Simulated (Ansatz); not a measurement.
Molecular dynamics, with input and output: CH6BNSi (part 3 of 3)

Continued. System: CH6BNSi. Method: UKS B3LYP-D4/cc-pVDZ (Ansatz 0.2.0). It belongs to a series of runs on one base structure; here: dynamics from the highest image of the converged band.

Geometry of the input (Å):
```
Si 0.4661  1.4853  0.5797
N  -0.7587  0.1721  -0.5395
B  -0.5929  -0.8717  0.3951
C  0.1203  -1.0106  -0.9644
H  -0.2542  1.4575  -0.8183
H  -0.3887  1.7319  1.7858
H  1.5815  0.5578  0.9714
H  -0.9711  -1.1937  1.4755
H  -0.3157  -1.5595  -1.8067
H  1.1966  -0.8205  -1.0756
```

**Output, continued**
```
md step   195: t =    97.50 fs  T =   897.0 K  F+E_penalty+E_count = -11176.59922844 eV  E_kin = 0.927559 eV  conserved = -11175.67166929 eV  (34 SCF iters, 3 dispersion substeps)
md step   196: t =    98.00 fs  T =   867.8 K  F+E_penalty+E_count = -11176.56888964 eV  E_kin = 0.897381 eV  conserved = -11175.67150840 eV  (34 SCF iters, 3 dispersion substeps)
md step   197: t =    98.50 fs  T =   864.8 K  F+E_penalty+E_count = -11176.56586991 eV  E_kin = 0.894274 eV  conserved = -11175.67159599 eV  (35 SCF iters, 3 dispersion substeps)
md step   198: t =    99.00 fs  T =   887.4 K  F+E_penalty+E_count = -11176.58947574 eV  E_kin = 0.917620 eV  conserved = -11175.67185548 eV  (34 SCF iters, 3 dispersion substeps)
md step   199: t =    99.50 fs  T =   931.9 K  F+E_penalty+E_count = -11176.63599757 eV  E_kin = 0.963686 eV  conserved = -11175.67231126 eV  (34 SCF iters, 3 dispersion substeps)
these checks for a lower state are left out or cut short: starts, cluster_reference, orbital_swaps, neighbouring_geometries, increment
980 factors; integrals over basis functions are off by at most 7.6e-4 eV
mean field -11176.36207422 eV, -410.7237306174 hartree, gradient 2.1e-5 eV, S^2 0.000000; 0 other end points of the search recorded, 0 dependent functions left out
the calculation of the forces begins
reference -11176.36233049 eV, -410.7237400350 hartree; 19, 19 occupied and 71, 71 virtual orbitals, 980 factors
980 factors; integrals over basis functions are off by at most 7.6e-4 eV
mean field evaluation 1600: about -11176.3621 eV, gradient 3.4e-4 eV
mean field -11176.36207422 eV, -410.7237306174 hartree, gradient 2.1e-5 eV, S^2 0.000000; 2 other end points of the search recorded, 0 dependent functions left out
the calculation of the forces begins
reference -11176.36233049 eV, -410.7237400350 hartree; 19, 19 occupied and 71, 71 virtual orbitals, 980 factors
md step   200: t =   100.00 fs  T =   991.5 K  F+E_penalty+E_count = -11176.69842797 eV  E_kin = 1.025319 eV  conserved = -11175.67310935 eV  (38 SCF iters, 3 dispersion substeps)
```

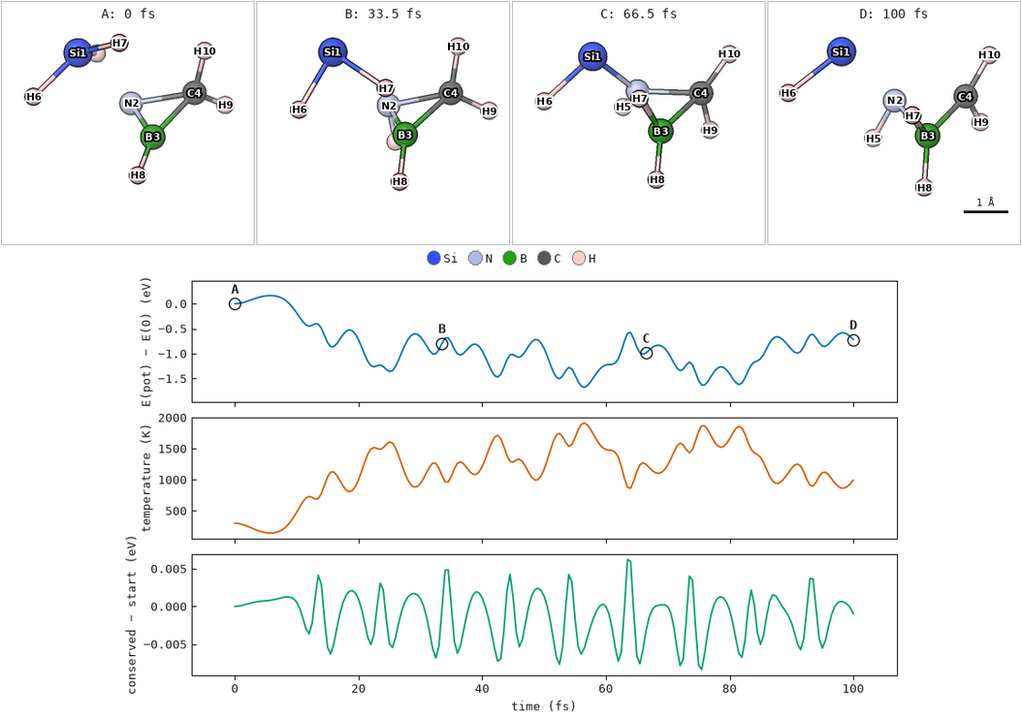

**Figure 1.** Frames of the molecular dynamics (ball-and-stick, seen at a tilt) above the curves, on which the letters mark them. The trajectory kept here has 201 frames over 100 fs. The temperature starts at 300 K, ranges from 143 to 1913 K and averages 1360 K over the second half. The potential energy ends 0.716 eV below its first value. The conserved quantity stays within 0.015 eV. After an unweighted best fit of the last frame on the first, the root-mean-square displacement is 0.78 Å, and H5 has moved furthest (1.46 Å).

```
Total energy: -11176.69868423 eV, -410.7361008072 hartree
Atom 0 at     0.478961     1.600668     0.597115 Å, force    -0.856676    -2.029577    -0.968466 eV/Å
Atom 1 at    -0.684484     0.304769    -0.556735 Å, force    -0.193895     1.061700     2.263897 eV/Å
Atom 2 at    -0.388075    -1.014955     0.441375 Å, force     0.262142     0.598084    -0.146131 eV/Å
Atom 3 at     0.129634    -1.093968    -1.004030 Å, force    -3.681790     0.541021    -0.869650 eV/Å
Atom 4 at    -1.782663     0.396386    -0.425029 Å, force     2.744867    -0.688658    -1.236241 eV/Å
Atom 5 at    -0.500672     2.077902     1.730576 Å, force    -0.258537    -0.325495    -0.524341 eV/Å
Atom 6 at     0.401321    -0.716323     1.241240 Å, force     1.608565     0.716667     1.415523 eV/Å
Atom 7 at    -1.307400    -1.560239     0.972754 Å, force    -0.418753    -0.203077    -0.305707 eV/Å
Atom 8 at    -0.685996    -1.484192    -1.634570 Å, force     0.354919    -0.564195    -0.201408 eV/Å
Atom 9 at     1.026543    -1.068540    -1.624303 Å, force     0.439158     0.893530     0.572524 eV/Å
Dipole moment:    -0.144857     0.263318    -0.252835 e Å
```

**Trajectory as extended XYZ (Å, eV, eV/Å), 10 of the 201 frames kept, from step=0 to step=200**
```
10
Properties=species:S:1:pos:R:3:forces:R:3 step=0 time_fs=0.0 energy=-11175.98241 temperature=300.0
Si    0.4661    1.4853    0.5797    0.0016  -0.0006  -0.0005
N    -0.7587    0.1721   -0.5395   -0.0006  -0.0010  -0.0027
B    -0.5929   -0.8717    0.3951    0.0030  -0.0019   0.0023
C     0.1203   -1.0106   -0.9644   -0.0105   0.0063   0.0034
H    -0.2542    1.4575   -0.8183    0.0009  -0.0034  -0.0007
H    -0.3887    1.7319    1.7858   -0.0005  -0.0004  -0.0005
H     1.5814    0.5578    0.9714   -0.0002  -0.0001   0.0010
H    -0.9711   -1.1937    1.4755    0.0004   0.0002  -0.0012
H    -0.3157   -1.5595   -1.8067    0.0022   0.0002  -0.0005
H     1.1966   -0.8205   -1.0756    0.0036   0.0008  -0.0005
10
Properties=species:S:1:pos:R:3:forces:R:3 step=22 time_fs=11.0 energy=-11176.34129 temperature=645.6
Si    0.4821    1.4914    0.5848    1.0926   0.7943   1.3606
N    -0.7921    0.1729   -0.5871    0.4200  -0.8276   0.3597
B    -0.5684   -0.8647    0.4254   -0.2399   1.0556  -0.7779
C     0.1282   -0.9814   -0.9690    0.1873  -0.2571   0.9974
H    -0.5085    1.2025   -0.8176   -1.0113  -0.6919  -0.9483
H    -0.3135    1.6178    1.9023   -0.0467  -0.2003  -0.3743
H     1.4222    0.3550    0.9746   -0.1277  -0.1456   0.0349
H    -1.0766   -1.1336    1.4750    0.2416  -0.1073  -0.2329
H    -0.2220   -1.6910   -1.7170   -0.3858   0.2223  -0.3789
H     1.2080   -0.7836   -1.0359   -0.1303   0.1575  -0.0404
10
Properties=species:S:1:pos:R:3:forces:R:3 step=44 time_fs=22.0 energy=-11177.22233 temperature=1494.2
Si    0.5251    1.5088    0.6155   -0.2923  -0.6327  -0.3521
N    -0.8006    0.1257   -0.6145    0.6770   2.4152  -0.2381
B    -0.5699   -0.7762    0.4067   -0.1827  -1.1692   1.5108
C     0.1416   -0.9853   -0.9367    0.3356   0.4417  -0.9392
H    -1.3135    0.7082   -1.2762   -0.2100  -0.3441   0.4287
H    -0.4000    1.4018    1.8246   -0.2444   0.2313   0.0248
H     1.1541    0.1310    0.9918   -0.0846   0.1435   0.0448
H    -1.0273   -1.2117    1.4129   -0.0783   0.0468  -0.0940
H    -0.3040   -1.5480   -1.7469    0.1792  -0.8288  -0.2058
H     1.1777   -0.6425   -1.0836   -0.0994  -0.3038  -0.1799
10
Properties=species:S:1:pos:R:3:forces:R:3 step=67 time_fs=33.5 energy=-11176.77342 temperature=1064.7
Si    0.5529    1.5076    0.6412   -1.7075  -1.3654  -0.4306
N    -0.8144    0.2217   -0.6957    4.9391  -0.0286   1.4373
B    -0.5301   -0.7607    0.4699    3.1256   0.3707  -0.4707
C     0.1449   -0.9870   -0.9768   -0.2910   0.3841   1.1197
H    -1.6475   -0.2050   -0.8025   -4.9818  -0.4083  -1.3585
H    -0.6371    1.4780    1.6192    0.0958   0.6279   0.0529
H     0.6782   -0.1068    1.0436   -0.1925  -0.1008   0.1697
H    -1.1436   -1.3137    1.3635   -0.0185   0.3398  -0.6304
H    -0.1826   -1.7919   -1.6353   -0.5904   0.1510  -0.3089
H     1.1687   -0.6702   -1.2551   -0.3788   0.0297   0.4194
10
Properties=species:S:1:pos:R:3:forces:R:3 step=89 time_fs=44.5 energy=-11177.00748 temperature=1295.4
Si    0.5105    1.4572    0.6445   -1.4410  -0.4703  -1.1200
N    -0.8002    0.2347   -0.7316    8.5395   1.5592   1.2321
B    -0.2927   -0.7572    0.4738   -1.7445   0.1695   2.0080
C     0.0797   -0.9837   -0.9563    0.3697   0.7218  -0.7696
H    -1.7076    0.2313   -0.5627   -5.7161  -0.4842   0.4188
H    -0.7342    2.1123    1.3828    0.3942  -0.5914  -0.1529
H     0.5096   -0.2053    1.4991   -0.6871  -0.0888  -1.3767
H    -1.3184   -1.2298    0.9262    0.6056  -0.1679   0.5336
H    -0.3869   -1.7482   -1.5643    0.1398  -0.3796  -0.2297
H     1.0914   -0.6239   -1.2247   -0.4602  -0.2685  -0.5436
10
Properties=species:S:1:pos:R:3:forces:R:3 step=111 time_fs=55.5 energy=-11177.53964 temperature=1800.8
Si    0.4195    1.3828    0.5963    1.2245   1.1775  -1.5118
N    -0.6301    0.3384   -0.6087    1.9399  -0.9141   1.0868
B    -0.2088   -0.7562    0.5776   -3.9103  -2.4018  -3.2292
C     0.0246   -0.9502   -0.9963    1.5172   0.7778   0.1676
H    -1.5315    0.5306   -0.9396   -1.9613   0.2676  -0.1893
H    -0.6843    2.2861    1.1187   -0.7883  -0.3707   0.2548
H     0.3663   -0.1984    1.3596    2.1285   0.9021   2.3673
H    -1.1529   -1.3743    1.0358    0.2850   0.2121   0.1007
H    -0.5392   -1.7454   -1.5119   -0.5596   0.5132   0.3624
H     0.9218   -0.7396   -1.6105    0.1243  -0.1637   0.5907
10
Properties=species:S:1:pos:R:3:forces:R:3 step=133 time_fs=66.5 energy=-11176.96642 temperature=1248.5
Si    0.3782    1.3758    0.5228    2.4621   3.9514   3.5829
N    -0.4752    0.3792   -0.4757   -5.0102  -2.6083  -4.3346
B    -0.3260   -0.8419    0.5794    2.4905   0.7235  -0.2065
C     0.0529   -0.8861   -1.0159   -1.3588  -0.7029   1.6269
H    -1.4039    0.6973   -0.9427    1.8422  -0.6619   1.3236
H    -1.0419    1.8770    1.0535    0.6955   0.1229   0.2503
H     0.6647   -0.3052    1.3435   -0.6450  -0.2509  -0.7814
H    -0.9722   -1.4446    1.3836   -0.8138   0.1064  -0.6000
H    -0.9023   -1.3257   -1.3184    0.6473  -0.8901  -1.3276
H     0.9550   -0.9561   -1.6532   -0.3098   0.2099   0.4664
10
Properties=species:S:1:pos:R:3:forces:R:3 step=156 time_fs=78.0 energy=-11177.27639 temperature=1552.3
Si    0.4209    1.4964    0.5528    0.0813  -1.0399   0.0282
N    -0.5189    0.2736   -0.5215   -4.1132   4.4795   0.4683
B    -0.3204   -0.9089    0.5426    0.9014   0.3506   0.5592
C    -0.0329   -0.9527   -0.9817    2.5271  -1.6802  -2.6674
H    -1.5867    0.7097   -0.6777    3.4187  -2.2970   0.2429
H    -0.9104    1.6160    1.3242    0.1400   0.4567   0.1611
H     0.9627   -0.5984    1.0788   -2.0221  -0.1332  -0.0455
H    -1.3427   -1.2725    1.0577    0.3982  -0.0811   0.4313
H    -0.5048   -1.3980   -1.8718   -0.6227  -0.1907   0.6584
H     1.0600   -0.8951   -1.2574   -0.7086   0.1352   0.1635
10
Properties=species:S:1:pos:R:3:forces:R:3 step=178 time_fs=89.0 energy=-11176.75040 temperature=1042.1
Si    0.4652    1.5862    0.5955   -0.7961  -1.8501  -1.1171
N    -0.6337    0.3370   -0.5424   -2.4609  -2.6654  -0.4642
B    -0.3157   -0.9608    0.4931   -0.8465  -0.0968  -0.6228
C     0.0060   -1.1186   -1.0776    1.1293   2.4291   2.7015
H    -1.7357    0.0006   -0.5954    3.1470   2.2954   0.4055
H    -0.5733    1.8847    1.6929   -0.3150  -0.0730  -0.2625
H     0.5364   -0.8612    1.3567    0.6485   0.3489  -0.2107
H    -1.3728   -1.1902    0.9956   -0.3377  -0.5791   0.2118
H    -0.3917   -1.6909   -1.9323   -0.3514   0.6628   0.3470
H     1.0638   -0.8311   -1.0884    0.1828  -0.4718  -0.9884
10
Properties=species:S:1:pos:R:3:forces:R:3 step=200 time_fs=100.0 energy=-11176.69843 temperature=991.5
Si    0.4790    1.6007    0.5971   -0.8567  -2.0296  -0.9685
N    -0.6845    0.3048   -0.5567   -0.1939   1.0617   2.2639
B    -0.3881   -1.0150    0.4414    0.2621   0.5981  -0.1461
C     0.1296   -1.0940   -1.0040   -3.6818   0.5410  -0.8696
H    -1.7827    0.3964   -0.4250    2.7449  -0.6887  -1.2362
H    -0.5007    2.0779    1.7306   -0.2585  -0.3255  -0.5243
H     0.4013   -0.7163    1.2412    1.6086   0.7167   1.4155
H    -1.3074   -1.5602    0.9728   -0.4188  -0.2031  -0.3057
H    -0.6860   -1.4842   -1.6346    0.3549  -0.5642  -0.2014
H     1.0265   -1.0685   -1.6243    0.4392   0.8935   0.5725
```

**Summary**

- outcome: finished
- mean temperature over the second half: 1360 K
- trajectory: 200 steps, 100 fs
- ensemble: nve
- temperature in the input: 300.0 K
- time step: 0.5 fs
- potential energy (last step): −11176.6987 eV
- mean-field energy (last step): −11176.3623 eV
- largest force (length of the vector) (last step): 3.822 eV/Å
- wall time: 7.5 min (CPU time 14 min)
- peak memory: 0.27 GiB

So short a trajectory is not equilibrated.
